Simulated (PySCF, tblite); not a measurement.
# C₁₆H₁₂O₃S: electronic excitations, NMR shifts

Wanted: electronic excitations, NMR shifts for C₁₆H₁₂O₃S (`O=S(=O)(Oc1ccc2ccccc2c1)c1ccccc1`).

Programs: tblite 0.8.0 and PySCF 2.14.0, with routines of our own; each step states its level. All values are computed. Atoms count from 0.

## 1. The system as given

32 atoms, charge 0, multiplicity 1; geometry from: force field, distance geometry or constructed start.

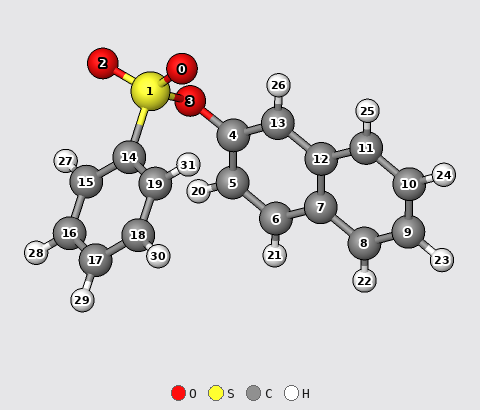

The starting geometry (oxygen red, sulfur yellow, carbon grey, hydrogen white).

## 2. Relaxing the molecule with GFN2-xTB

Job settings and geometry (Å):

```
{"job": {"kind": "relax", "xc": "GFN2-xTB", "basis": "xTB"}, "charge": 0, "multiplicity": 1}
O     -1.111800     2.216400     2.056000
S     -1.747500     2.343100     0.746800
O     -2.758800     3.348900     0.537000
O     -0.591900     2.546700    -0.397700
C      0.353000     1.568700    -0.578300
C      0.346900     0.887900    -1.797500
C      1.299600    -0.104600    -2.035000
C      2.273400    -0.412300    -1.063300
C      3.232400    -1.417600    -1.285900
C      4.189500    -1.707100    -0.315900
C      4.206700    -1.001600     0.879900
C      3.259700    -0.004300     1.117400
C      2.282400     0.301900     0.160500
C      1.328600     1.300200     0.377500
C     -2.503000     0.776200     0.366800
C     -3.495100     0.715800    -0.611100
C     -4.087900    -0.507200    -0.918800
C     -3.698200    -1.666700    -0.239300
C     -2.715100    -1.597000     0.754100
C     -2.112400    -0.377800     1.065400
H     -0.392700     1.123400    -2.554200
H      1.278100    -0.637900    -2.980000
H      3.239300    -1.972300    -2.210700
H      4.926100    -2.487200    -0.503100
H      4.959700    -1.222500     1.636600
H      3.285900     0.537200     2.063900
H      1.344400     1.871500     1.307000
H     -3.808500     1.613700    -1.143600
H     -4.860700    -0.565000    -1.684600
H     -4.163100    -2.616200    -0.471800
H     -2.414300    -2.500100     1.281000
H     -1.353900    -0.335200     1.837000
```

Run with:

```console
OMP_NUM_THREADS=1 python large_run.py task.json out
```

One launch serves the whole session: the jobs run in the order shown.

Standard output:

```text
step      E/eV     max force
  0   -1518.68527    1.579
  1   -1518.81655    0.894
  2   -1518.84955    0.516
  3   -1518.87266    0.338
  4   -1518.88202    0.435
  5   -1518.88727    0.189
  6   -1518.89300    0.207
  7   -1518.89836    0.180
  8   -1518.90113    0.108
  9   -1518.90293    0.084
 10   -1518.90374    0.069
 11   -1518.90595    0.081
 12   -1518.90659    0.097
 13   -1518.90842    0.106
 14   -1518.90989    0.105
 15   -1518.91128    0.089
 16   -1518.91309    0.113
 17   -1518.91535    0.172
 18   -1518.91751    0.132
 19   -1518.91910    0.087
 20   -1518.92017    0.073
 21   -1518.92100    0.080
 22   -1518.92172    0.074
 23   -1518.92238    0.059
 24   -1518.92302    0.063
 25   -1518.92365    0.059
 26   -1518.92430    0.063
 27   -1518.92504    0.058
 28   -1518.92591    0.058
 29   -1518.92679    0.057
 30   -1518.92750    0.046
 31   -1518.92807    0.057
 32   -1518.92862    0.055
 33   -1518.92914    0.050
 34   -1518.92953    0.038
 35   -1518.92981    0.038
 36   -1518.93009    0.048
 37   -1518.93047    0.054
 38   -1518.93091    0.058
 39   -1518.93126    0.034
 40   -1518.93147    0.035
 41   -1518.93162    0.035
 42   -1518.93177    0.028
 43   -1518.93191    0.027
 44   -1518.93205    0.023
 45   -1518.93216    0.018
```

Wall time 1.6 s (1 thread of Arm Neoverse N1, shared host); peak memory 0.18 GiB.

Step by step:

| step | energy from step 0 (eV) | largest force (eV/Å) |
| --- | --- | --- |
| 0 | 0.0000 | 1.5794 |
| 1 | -0.1313 | 0.8943 |
| 2 | -0.1643 | 0.5165 |
| 3 | -0.1874 | 0.3383 |
| 4 | -0.1968 | 0.4346 |
| 5 | -0.2020 | 0.1892 |
| 6 | -0.2077 | 0.2072 |
| 7 | -0.2131 | 0.1805 |
| 8 | -0.2159 | 0.1081 |
| 11 | -0.2207 | 0.0805 |
| 14 | -0.2246 | 0.1050 |
| 17 | -0.2301 | 0.1721 |
| 20 | -0.2349 | 0.0730 |
| 23 | -0.2371 | 0.0593 |
| 26 | -0.2390 | 0.0630 |
| 29 | -0.2415 | 0.0577 |
| 32 | -0.2433 | 0.0554 |
| 35 | -0.2445 | 0.0385 |
| 38 | -0.2456 | 0.0576 |
| 41 | -0.2464 | 0.0345 |
| 42 | -0.2465 | 0.0275 |
| 43 | -0.2466 | 0.0277 |
| 44 | -0.2468 | 0.0238 |
| 45 | -0.2469 | 0.0186 |

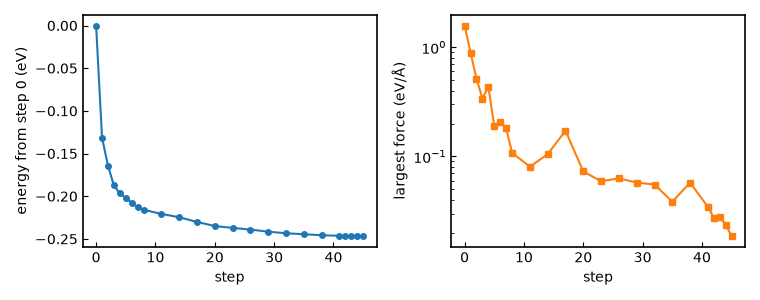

Energy and force, step by step.

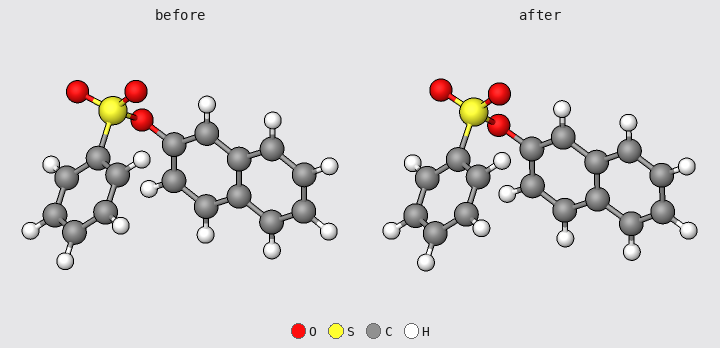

The geometry before (left) and after (right).

Distances of close pairs at the start and the end, largest changes first:

| bond | before (Å) | after (Å) | change (Å) |
| --- | --- | --- | --- |
| C5–C6 | 1.396 | 1.365 | -0.031 |
| O0–S1 | 1.461 | 1.430 | -0.031 |
| C10–C11 | 1.396 | 1.367 | -0.029 |
| C8–C9 | 1.393 | 1.367 | -0.026 |
| C14–C19 | 1.404 | 1.379 | -0.025 |
| C4–C13 | 1.392 | 1.369 | -0.023 |
| S1–O3 | 1.639 | 1.619 | -0.020 |
| S1–O2 | 1.442 | 1.424 | -0.018 |

The next job starts from the end point, and lists it.

## 3. Electronic excitations: TDA CAM-B3LYP/def2-SVP

Job settings and geometry (Å):

```
{"job": {"kind": "uv", "basis": "def2-SVP", "grid": 1, "kgrid": 0, "vcut": 1.5, "nstates": 6, "ntriplets": 2, "tda": true, "delta": ["ip_vertical"], "pop": true, "xc": "CAM-B3LYP"}, "charge": 0, "multiplicity": 1}
O     -0.970366     2.198773     2.022320
S     -1.704204     2.324630     0.801311
O     -2.623735     3.401314     0.653313
O     -0.692771     2.460247    -0.455321
C      0.289254     1.503084    -0.613769
C      0.303718     0.786774    -1.827925
C      1.261784    -0.160094    -2.049857
C      2.240854    -0.445173    -1.074007
C      3.245819    -1.414205    -1.274259
C      4.184105    -1.655433    -0.309652
C      4.154291    -0.948168     0.902582
C      3.191409    -0.005023     1.128644
C      2.215189     0.274827     0.149726
C      1.221820     1.254135     0.356782
C     -2.482347     0.770010     0.409960
C     -3.448990     0.748640    -0.573616
C     -4.032434    -0.461398    -0.912720
C     -3.637405    -1.623088    -0.266048
C     -2.658854    -1.584308     0.715152
C     -2.070387    -0.376317     1.056256
H     -0.446028     1.016637    -2.569495
H      1.281128    -0.706642    -2.981785
H      3.260825    -1.960231    -2.206733
H      4.955934    -2.392561    -0.473142
H      4.900652    -1.155407     1.654749
H      3.161810     0.546174     2.056773
H      1.186618     1.800662     1.285776
H     -3.731957     1.677260    -1.043040
H     -4.795853    -0.498941    -1.674470
H     -4.098599    -2.564443    -0.526832
H     -2.358224    -2.491373     1.216362
H     -1.312186    -0.301399     1.819347
```

With the program's defaults for keys left out, this is: TDA CAM-B3LYP/def2-SVP, vertical, gas phase, core orbitals frozen in the response, virtual orbitals cut by energy.

Standard output:

```text
start: PBE on a coarse grid of 28063 points
cycle   1  E = -1238.1429619188  dE =  4.019e+00  |g| = 1.437e+00  |ddm| = 8.325e+00
cycle   2  E = -1236.2866642908  dE =  1.856e+00  |g| = 3.380e+00  |ddm| = 5.425e+00
cycle   3  E = -1238.4550421642  dE = -2.168e+00  |g| = 6.886e-01  |ddm| = 4.530e+00
cycle   4  E = -1238.5552299124  dE = -1.002e-01  |g| = 2.854e-01  |ddm| = 1.204e+00
cycle   5  E = -1238.5706821626  dE = -1.545e-02  |g| = 1.359e-01  |ddm| = 4.398e-01
cycle   6  E = -1238.5753231016  dE = -4.641e-03  |g| = 3.684e-02  |ddm| = 1.996e-01
cycle   7  E = -1238.5756341980  dE = -3.111e-04  |g| = 1.515e-02  |ddm| = 5.762e-02
cycle   8  E = -1238.5756855790  dE = -5.138e-05  |g| = 4.999e-03  |ddm| = 2.098e-02
final grid: 123134 points
cycle   9  E = -1239.5588919964  dE = -1.276e-02  |g| = 1.126e-01  |ddm| = 8.748e-01
cycle  10  E = -1239.5574186494  dE =  1.473e-03  |g| = 1.465e-01  |ddm| = 2.571e-01
cycle  11  E = -1239.5613709614  dE = -3.952e-03  |g| = 1.442e-02  |ddm| = 1.481e-01
cycle  12  E = -1239.5614088216  dE = -3.786e-05  |g| = 8.254e-03  |ddm| = 2.394e-02
cycle  13  E = -1239.5614291038  dE = -2.028e-05  |g| = 1.739e-03  |ddm| = 1.175e-02
cycle  14  E = -1239.5614278846  dE =  1.219e-06  |g| = 5.488e-04  |ddm| = 2.664e-03
cycle  15  E = -1239.5614310816  dE = -3.197e-06  |g| = 2.732e-04  |ddm| = 1.143e-03
cycle  16  E = -1239.5614291340  dE =  1.948e-06  |g| = 8.497e-05  |ddm| = 7.074e-04
converged SCF energy = -1239.5614291340
Vertical ionisation energy (delta-SCF) = 8.1566 eV   <S^2> = 0.775

Static polarisability (au): isotropic 180.904, principal 121.240 177.876 243.596

Singlet excitations
state   eV       nm        f      main configurations
  1   4.7207    262.6   0.00350   H-1->L 0.46, H->L+3 0.31, H->L+2 0.13
  2   4.9822    248.9   0.07154   H->L 0.80
  3   5.5352    224.0   0.03151   H->L+1 0.56, H-2->L+1 0.21, H-3->L+2 0.12
  4   5.6564    219.2   0.01162   H->L+1 0.36, H-2->L+1 0.32, H-3->L+2 0.18
  5   6.1505    201.6   0.14292   H->L+2 0.78, H->L+3 0.12
  6   6.2771    197.5   0.12435   H-1->L+1 0.78

Triplet excitations (Tamm-Dancoff, eV): 3.1159 4.1578
```

It took 4.4 min on 1 thread of Arm Neoverse N1, shared host; peak memory 0.69 GiB.

Frontier orbitals and where they lie:

| orbital | eV | atoms |
| --- | --- | --- |
| HOMO−4 | -9.75 | C13 16 %, C8 16 %, C12 13 % |
| HOMO−3 | -9.31 | C17 28 %, C14 27 %, C16 14 % |
| HOMO−2 | -9.21 | C18 28 %, C15 28 %, C19 19 % |
| HOMO−1 | -8.34 | C7 19 %, C5 18 %, C10 17 % |
| HOMO | -7.60 | C11 17 %, C13 17 %, C8 16 % |
| LUMO | -0.29 | C6 17 %, C13 16 %, C8 15 % |
| LUMO+1 | -0.11 | C17 26 %, C14 23 %, C15 13 % |
| LUMO+2 | 0.34 | C16 19 %, C19 18 %, C18 18 % |
| LUMO+3 | 0.59 | C7 13 %, C12 12 %, C10 11 % |

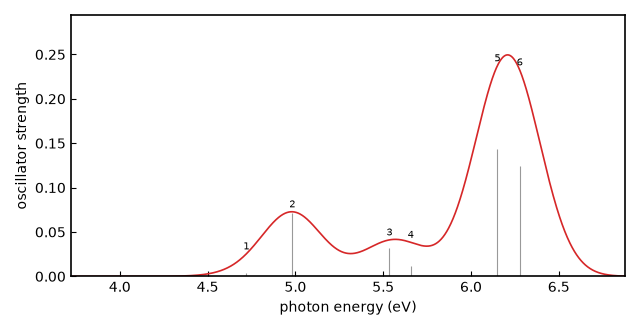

Absorption spectrum from the 6 singlet states computed; above the last one it falls off for lack of states. Lines are broadened to a width of 0.40 eV (Gaussian).

Ground-state properties from the same run:

| property | computed |
| --- | --- |
| dipole moment (D) | 5.61 |
| polarisability (Å³) | 26.81 |
| HOMO–LUMO gap (eV) | 7.30 |
| −ε(HOMO) (eV) | 7.60 |

## 4. NMR shifts: GIAO KT3/pcSseg-1

The job, as its differences from that of step 3:

```diff
@@ -1,2 +1,2 @@
-{"job": {"kind": "uv", "basis": "def2-SVP", "grid": 1, "kgrid": 0, "vcut": 1.5, "nstates": 6, "ntriplets": 2, "tda": true, "delta": ["ip_vertical"], "pop": true, "xc": "CAM-B3LYP"}, "charge": 0, "multiplicity": 1}
+{"job": {"kind": "nmr", "xc": "KT3", "basis": "pcSseg-1", "pop": false}, "charge": 0, "multiplicity": 1}
 O     -0.970366     2.198773     2.022320
```

Method: GIAO KT3/pcSseg-1 NMR shielding, non-relativistic, gas phase.

Standard output:

```text
start: PBE on a coarse grid of 28063 points
cycle   1  E = -1238.8179165579  dE =  4.166e+00  |g| = 1.486e+00  |ddm| = 6.478e+00
cycle   2  E = -1237.0346861208  dE =  1.783e+00  |g| = 3.390e+00  |ddm| = 5.317e+00
cycle   3  E = -1239.1231062373  dE = -2.088e+00  |g| = 7.200e-01  |ddm| = 4.578e+00
cycle   4  E = -1239.2309522280  dE = -1.078e-01  |g| = 2.839e-01  |ddm| = 1.107e+00
cycle   5  E = -1239.2452036504  dE = -1.425e-02  |g| = 1.392e-01  |ddm| = 3.724e-01
cycle   6  E = -1239.2497990845  dE = -4.595e-03  |g| = 3.840e-02  |ddm| = 1.807e-01
cycle   7  E = -1239.2501254607  dE = -3.264e-04  |g| = 1.637e-02  |ddm| = 5.306e-02
cycle   8  E = -1239.2501836068  dE = -5.815e-05  |g| = 5.534e-03  |ddm| = 1.911e-02
final grid: 259755 points
cycle   9  E = -1256.6315016551  dE = -4.645e-02  |g| = 2.053e-01  |ddm| = 1.213e+00
cycle  10  E = -1256.6177714468  dE =  1.373e-02  |g| = 3.205e-01  |ddm| = 5.749e-01
cycle  11  E = -1256.6365028253  dE = -1.873e-02  |g| = 6.905e-02  |ddm| = 4.404e-01
cycle  12  E = -1256.6372367709  dE = -7.339e-04  |g| = 2.510e-02  |ddm| = 9.138e-02
cycle  13  E = -1256.6373960521  dE = -1.593e-04  |g| = 7.323e-03  |ddm| = 3.566e-02
cycle  14  E = -1256.6374101045  dE = -1.405e-05  |g| = 1.708e-03  |ddm| = 8.587e-03
cycle  15  E = -1256.6374099101  dE =  1.943e-07  |g| = 9.827e-04  |ddm| = 2.815e-03
cycle  16  E = -1256.6374110629  dE = -1.153e-06  |g| = 3.256e-04  |ddm| = 1.403e-03
cycle  17  E = -1256.6374094941  dE =  1.569e-06  |g| = 5.857e-05  |ddm| = 3.896e-04
converged SCF energy = -1256.6374094941

GIAO shielding tensors (ppm)
atom      isotropic    diamagn.    paramagn.     s11        s22        s33       span
  0 O      116.840     408.677    -291.837     65.824    124.656    160.039     94.215
  1 S      227.914    1056.115    -828.202     75.447    188.264    420.030    344.584
  2 O      116.023     394.656    -278.632     72.663    124.460    150.947     78.284
  3 O       77.436     411.766    -334.330    -16.595     53.273    195.630    212.225
  4 C       41.634     265.253    -223.618    -37.658     54.137    108.424    146.082
  5 C       69.215     256.551    -187.336    -14.480     60.230    161.896    176.376
  6 C       62.043     254.621    -192.577    -26.288     55.757    156.661    182.948
  7 C       61.315     255.784    -194.469     -5.592     -0.889    190.426    196.018
  8 C       63.218     244.503    -181.284    -27.983     57.365    160.273    188.256
  9 C       64.766     252.447    -187.681    -32.469     54.779    171.989    204.457
 10 C       64.362     252.665    -188.303    -34.065     54.345    172.807    206.872
 11 C       62.232     246.506    -184.274    -30.274     57.766    159.203    189.477
 12 C       59.391     256.400    -197.010     -5.993     -1.461    185.626    191.619
 13 C       67.703     256.560    -188.858     -8.809     54.813    157.104    165.913
 14 C       50.427     272.260    -221.833    -22.051     42.152    131.181    153.232
 15 C       64.197     246.437    -182.240    -27.623     43.477    176.737    204.360
 16 C       62.294     253.088    -190.794    -36.047     48.970    173.959    210.006
 17 C       58.815     252.761    -193.946    -42.669     43.831    175.282    217.950
 18 C       63.283     254.397    -191.114    -35.309     50.564    174.594    209.903
 19 C       63.414     253.557    -190.144    -29.052     42.345    176.948    206.000
 20 H       25.173      35.953     -10.779     21.565     24.824     29.132      7.567
 21 H       24.356      35.684     -11.328     19.558     25.097     28.413      8.855
 22 H       24.123      32.916      -8.793     19.368     24.609     28.393      9.024
 23 H       24.267      28.390      -4.123     20.069     25.733     27.000      6.931
 24 H       24.200      29.265      -5.065     20.045     25.286     27.270      7.225
 25 H       23.882      34.015     -10.132     18.982     23.756     28.909      9.927
 26 H       23.211      38.032     -14.821     16.980     22.279     30.375     13.395
 27 H       23.795      32.860      -9.066     19.574     22.631     29.180      9.606
 28 H       24.278      29.008      -4.730     20.877     25.003     26.952      6.075
 29 H       24.462      30.093      -5.631     21.268     25.552     26.568      5.299
 30 H       24.848      33.739      -8.890     21.473     24.818     28.253      6.780
 31 H       24.690      37.336     -12.645     21.917     22.967     29.185      7.268
```

It took 77 s on 1 thread of Arm Neoverse N1, shared host; peak memory 0.61 GiB.

The references, computed at this level on geometries of the same kind, shield at (ppm): 1H TMS 31.76, 13C TMS 184.7, 17O H2O 330.8. Their shielding less the atom's gives the shift. The references are single molecules in the gas phase, so shifts against H2O, NH3, PH3, H3PO4 or CFCl3 are not on the usual liquid scales and can be off by tens of ppm. Atoms listed in one row are averaged.

| atoms | environment | σ (ppm) | δ (ppm) |
| --- | --- | --- | --- |
| C4 | aromatic carbon bearing oxygen | 41.6 | 143.1 |
| C14 | aromatic carbon bearing sulfur | 50.4 | 134.3 |
| C17 | aromatic CH | 58.8 | 125.9 |
| C12 | ring-fusion aromatic carbon | 59.4 | 125.3 |
| C7 | ring-fusion aromatic carbon | 61.3 | 123.4 |
| C6 | aromatic CH | 62.0 | 122.7 |
| C11 | aromatic CH | 62.2 | 122.5 |
| C16, C18 | aromatic CH | 62.8 | 121.9 |
| C8 | aromatic CH | 63.2 | 121.5 |
| C15, C19 | aromatic CH | 63.8 | 120.9 |
| C10 | aromatic CH | 64.4 | 120.4 |
| C9 | aromatic CH | 64.8 | 120.0 |
| C13 | aromatic CH | 67.7 | 117.0 |
| C5 | aromatic CH | 69.2 | 115.5 |
| H26 | hydrogen on an aromatic CH | 23.21 | 8.55 |
| H25 | hydrogen on an aromatic CH | 23.88 | 7.88 |
| H22 | hydrogen on an aromatic CH | 24.12 | 7.64 |
| H24 | hydrogen on an aromatic CH | 24.20 | 7.56 |
| H27, H31 | hydrogen on an aromatic CH | 24.24 | 7.52 |
| H23 | hydrogen on an aromatic CH | 24.27 | 7.49 |
| H21 | hydrogen on an aromatic CH | 24.36 | 7.40 |
| H29 | hydrogen on an aromatic CH | 24.46 | 7.30 |
| H28, H30 | hydrogen on an aromatic CH | 24.56 | 7.20 |
| H20 | hydrogen on an aromatic CH | 25.17 | 6.59 |
| O3 | oxygen bonded to C, S | 77.4 | 253.4 |
| O0, O2 | S=O oxygen | 116.4 | 214.4 |
| S1 | sulfonyl sulfur | 228 | – |

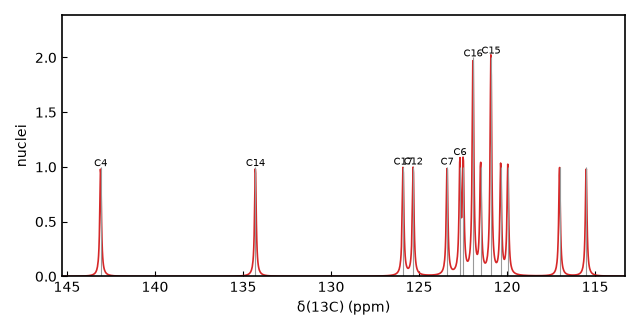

13C lines at the computed shifts, without couplings. Lines are broadened to a width of 0.11 ppm (Lorentzian).

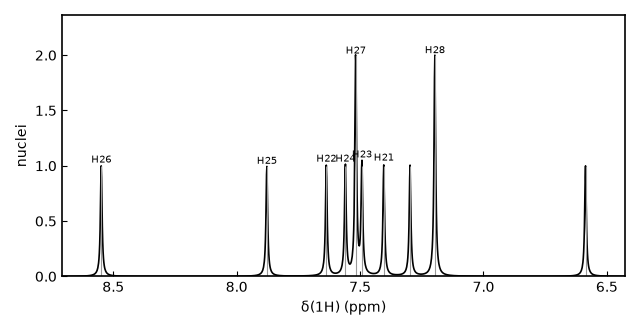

1H lines at the computed shifts, without couplings. Lines are broadened to a width of 0.01 ppm (Lorentzian).

Ring of atoms C4, C5, C6, C7, C12, C13: NICS(0) -10.5, NICS(1) -11.7, NICS(1)zz -28.7 ppm (means of both faces).

Ring of atoms C7, C8, C9, C10, C11, C12: NICS(0) -9.0, NICS(1) -11.5, NICS(1)zz -28.6 ppm (means of both faces).

Ring of atoms C14, C15, C16, C17, C18, C19: NICS(0) -9.8, NICS(1) -11.6, NICS(1)zz -29.3 ppm (means of both faces).

## 5. Outcome

| quantity | value |
| --- | --- |
| lowest singlet (CAM-B3LYP/def2-SVP) | 4.72 eV (263 nm), f = 0.004 |
| brightest single state of those computed | state 5, 6.15 eV, f = 0.143 |
| lowest triplet | 3.12 eV |
| vertical ionisation energy (ΔSCF) | 8.16 eV |
| 13C shifts against TMS (KT3/pcSseg-1, means over atoms taken as alike) | 143.1, 134.3, 125.9, 125.3, 123.4, 122.7, 122.5, 121.9, 121.5, 120.9, 120.4, 120.0, 117.0, 115.5 ppm |
| 1H shifts against TMS (KT3/pcSseg-1, means over atoms taken as alike) | 8.55, 7.88, 7.64, 7.56, 7.52, 7.49, 7.40, 7.30, 7.20, 6.59 ppm |
| 17O shifts against H2O (KT3/pcSseg-1, means over atoms taken as alike) | 253.4, 214.4 ppm |
| shieldings of S (KT3/pcSseg-1) | S1 227.9 ppm |

What this shows: The lowest singlet, at 4.72 eV, is HOMO−1→LUMO 0.46, HOMO→LUMO+3 0.31 and is weak; of the 6 states computed, the strongest absorption comes from state 5 at 6.15 eV (the last state computed is bright too, and its partners may lie past the list). The lowest triplet lies 1.60 eV below the lowest singlet. ΔSCF puts the ionisation energy at 8.16 eV, 0.56 eV above −ε(HOMO). At KT3/pcSseg-1: The widest tensor belongs to S1: span 345 ppm, with a paramagnetic part of -828 ppm. NICS(1)zz of -29 ppm above the planar ring from C4 marks a diatropic (aromatic) ring current. NICS(1)zz of -29 ppm above the planar ring from C7 marks a diatropic (aromatic) ring current. NICS(1)zz of -29 ppm above the planar ring from C14 marks a diatropic (aromatic) ring current.
